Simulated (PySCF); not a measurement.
# singlet SiH2F+ at 5 levels

Aim: a comparison of 5 runs (B2PLYP/STO-6G, MP2/STO-6G, CCSDTQ/STO-6G, NEVPT2(2,2)/STO-6G, QCISD(T)/STO-6G) of singlet SiH2F+. Input form: a Python script.

The calculation is run with PySCF 2.14.0.

10 further runs of the same task are left out: 10 set aside as unsound or not needed.

## (1) The structure to begin with

The species is SiH2F+ (4 atoms), meant as a singlet with charge +1. As SMILES of the parent species, `F[SiH2]`. The shape is that of a GFN2-xTB optimisation. That shape belongs to the parent species and isn't relaxed for this state.

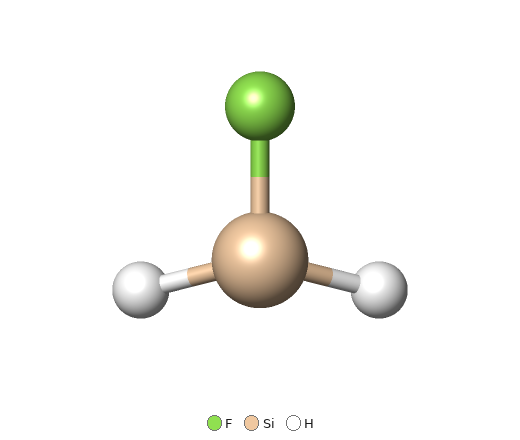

Viewed from a chosen angle; fluorine green, silicon light orange, hydrogen white.

## (2) A single-point energy at B2PLYP/STO-6G (run 1)

The input, calc.py:

```python
from pyscf import gto, dft, mp

system = gto.M(
    atom='''
F        1.205590       0.647540      -0.425510
Si      -0.122150      -0.264920      -0.246870
H       -1.219930       0.678520      -0.261640
H        0.136490      -1.061140       0.934020
''',
    max_memory=1860,
    charge=1,
    verbose=3,
    basis='sto-6g',
)

calc0 = dft.RKS(system)
calc0.xc = '0.53*HF + 0.47*B88, 0.73*LYP'
calc0.grids.level = 5
calc0.conv_tol = 1e-10
calc0.kernel()
if not calc0.converged:
    calc0 = calc0.newton().run(calc0.mo_coeff, calc0.mo_occ)

pt = mp.MP2(calc0, frozen=6).run()
e_tot = calc0.e_tot + 0.27 * pt.e_corr
print('PT2 part  %.8f' % (0.27 * pt.e_corr))
print('E(%s) = %.9f' % ('B2PLYP', e_tot))
```

Launch:

```
OMP_NUM_THREADS=1 python calc.py
```

The log of the run:

```text
converged SCF energy = -388.39348161915
E(RMP2) = -388.508184610607  E_corr = -0.114702991457869
E(SCS-RMP2) = -388.514495527814  E_corr = -0.121013908664186
PT2 part  -0.03096981
E(B2PLYP) = -388.424451427
```

Wall time 4.5 s (1 thread of Arm Neoverse N1, shared host); peak memory 0.18 GiB.

## (3) A single-point energy at MP2/STO-6G (run 2)

The input, job.py:

```python
from pyscf import gto, mp

mol = gto.M(
    atom=[
    ('F', (1.205590, 0.647540, -0.425510)),
    ('Si', (-0.122150, -0.264920, -0.246870)),
    ('H', (-1.219930, 0.678520, -0.261640)),
    ('H', (0.136490, -1.061140, 0.934020)),
],
    spin=0,
    verbose=3,
    basis='sto-6g',
    max_memory=1860,
    charge=1,
)

mf = mol.RHF()
mf.conv_tol = 1e-10
mf.kernel()
if not mf.converged:
    mf = mf.newton().run(mf.mo_coeff, mf.mo_occ)

pt = mp.MP2(mf, frozen=6).run()
etot = pt.e_tot
print(f'total energy: {etot:.8f} hartree')
```

Launch:

```
OMP_NUM_THREADS=1 python job.py
```

The log of the run:

```text
converged SCF energy = -387.74552548759
E(RMP2) = -387.816524254919  E_corr = -0.0709987673292795
E(SCS-RMP2) = -387.82178488475  E_corr = -0.0762593971596203
total energy: -387.81652425 hartree
```

It took 1.2 s on 1 thread of Arm Neoverse N1, shared host; peak memory 0.12 GiB.

Run 3 isn't shown in full; the table further down has it.

## (4) A single-point energy at NEVPT2(2,2)/STO-6G (run 4)

The input, calc.py:

```python
import numpy
from pyscf import gto, scf, mp, mcscf, mrpt

mol = gto.M(
    atom='''
F    1.205590   0.647540  -0.425510
Si  -0.122150  -0.264920  -0.246870
H   -1.219930   0.678520  -0.261640
H    0.136490  -1.061140   0.934020
''',
    basis='sto-6g',
    verbose=3,
    charge=1,
    spin=0,
    max_memory=1860,
)

hf = mol.RHF()
hf.conv_tol = 1e-10
hf.kernel()
if not hf.converged:
    hf = hf.newton().run(hf.mo_coeff, hf.mo_occ)

pt = mp.MP2(scf.addons.convert_to_uhf(hf)).run()
noons, natorbs = mcscf.addons.make_natural_orbitals(pt)
print('natural occupations', numpy.round(noons[:40], 4))
cas = mcscf.CASSCF(hf, 2, 2)
cas.fix_spin_(ss=0.0)
cas.natorb = True
cas.kernel(natorbs)
e_pt2 = mrpt.NEVPT(cas).kernel()
e_tot = cas.e_tot + e_pt2
print(f'total energy: {e_tot:.8f} hartree')
```

Launch:

```
OMP_NUM_THREADS=1 python calc.py
```

The log of the run:

```text
converged SCF energy = -387.74552548759
E(UMP2) = -387.820120161511  E_corr = -0.0745946739212016
E(SCS-UMP2) = -387.825080726743  E_corr = -0.0795552391527044
natural occupations [2.     2.     1.9999 1.9998 1.9998 1.9997 1.9993 1.9969 1.99   1.9842
 1.9792 1.9674 0.0379 0.021  0.0127 0.0121]
CASSCF energy = -387.771587767840
CASCI E = -387.771587767840  E(CI) = -2.33335512530834  S^2 = 0.0000000
Sr    (-1)',   E = 0.00000000010507
Si    (+1)',   E = 0.00000000003941
Sijrs (0)  ,   E = -0.02823086316304
Sijr  (+1) ,   E = -0.00417337146568
Srsi  (-1) ,   E = -0.00127959459675
Srs   (-2) ,   E = -0.00006562298617
Sij   (+2) ,   E = -0.00109895395212
Sir   (0)' ,   E = -0.01828199596125
Nevpt2 Energy = -0.053130401980541
total energy: -387.82471817 hartree
```

Run time: 1.6 s. Hardware: 1 thread of Arm Neoverse N1, shared host; peak memory 0.12 GiB.

## (5) A single-point energy at QCISD(T)/STO-6G (run 5)

The input, input.py:

```python
from pyscf import gto, cc

mol = gto.M(
    atom=[
    ('F', (1.205590, 0.647540, -0.425510)),
    ('Si', (-0.122150, -0.264920, -0.246870)),
    ('H', (-1.219930, 0.678520, -0.261640)),
    ('H', (0.136490, -1.061140, 0.934020)),
],
    spin=0,
    charge=1,
    max_memory=1860,
    basis='sto-6g',
    verbose=3,
)

hf = mol.RHF()
hf.conv_tol = 1e-10
hf.kernel()
if not hf.converged:
    hf = hf.newton().run(hf.mo_coeff, hf.mo_occ)

mycc = cc.QCISD(hf, frozen=6)
mycc.kernel()
e_t = mycc.qcisd_t()
etot = mycc.e_tot + e_t
print('E = %.10f Eh' % etot)
```

Launch:

```
OMP_NUM_THREADS=1 python input.py
```

The log of the run:

```text
converged SCF energy = -387.74552548759
E(QCISD) = -387.8449160022358  E_corr = -0.09939051464582564
QCISD(T) correction = -0.00544320384724243
E = -387.8503592061 Eh
```

Wall time 1.5 s (1 thread of Arm Neoverse N1, shared host); peak memory 0.12 GiB.

## (6) All runs side by side

```
run               level  integration grid  frozen core orbitals  energy (Eh)  HOMO energy (eV)  LUMO energy (eV)  HOMO–LUMO gap (eV)  wall time
  1       B2PLYP/STO-6G                 5                     6  -388.424451            -16.84             -8.11                8.73      4.5 s
  2          MP2/STO-6G                 –                     6  -387.816524            -19.47             -5.55               13.91      1.2 s
  3       CCSDTQ/STO-6G                 –                     6  -387.848883            -19.47             -5.55               13.91       13 s
  4  NEVPT2(2,2)/STO-6G                 –                     –  -387.824718            -19.47             -5.55               13.91      1.6 s
  5     QCISD(T)/STO-6G                 –                     6  -387.850359            -19.47             -5.55               13.91      1.5 s
```

## (7) What came out

| quantity | value |
| --- | --- |
| run 5: total energy | -387.85036 Eh |
| run 5: HOMO energy (Hartree–Fock orbitals) | -19.47 eV |
| run 5: LUMO energy (Hartree–Fock orbitals) | -5.55 eV |
| run 5: HOMO–LUMO gap (Hartree–Fock orbitals) | 13.91 eV |
| run 5: correlation energy (6 core orbitals frozen) | -104.8 mEh |
| run 5: (T) correction | -5.44 mEh |
| run 5: T1 diagnostic | 0.048 |

**Reading.** In run 5 the T1 diagnostic is large, so a single reference may not serve. In runs 1, 2, 3, 4, 5 the basis is minimal, so the values are rough. All runs together took 22 s, the longest 13 s.
